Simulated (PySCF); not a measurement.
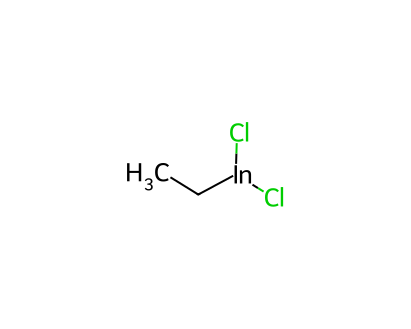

Structural formula above. Computed geometry: PBE0-D3(BJ)/def2-SVP optimisation. No frequency run is at hand to confirm it as a minimum.

Describe the 3D structure.

Formula C₂H₅Cl₂In. SMILES: `C[CH2][In]([Cl])[Cl]`. Coordination: 1 In trigonal planar; 2 C tetrahedral.

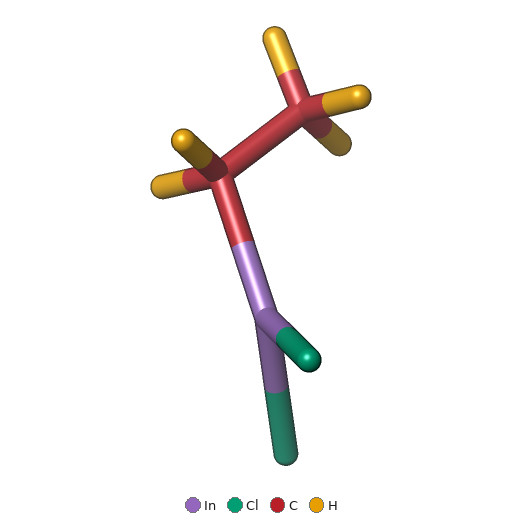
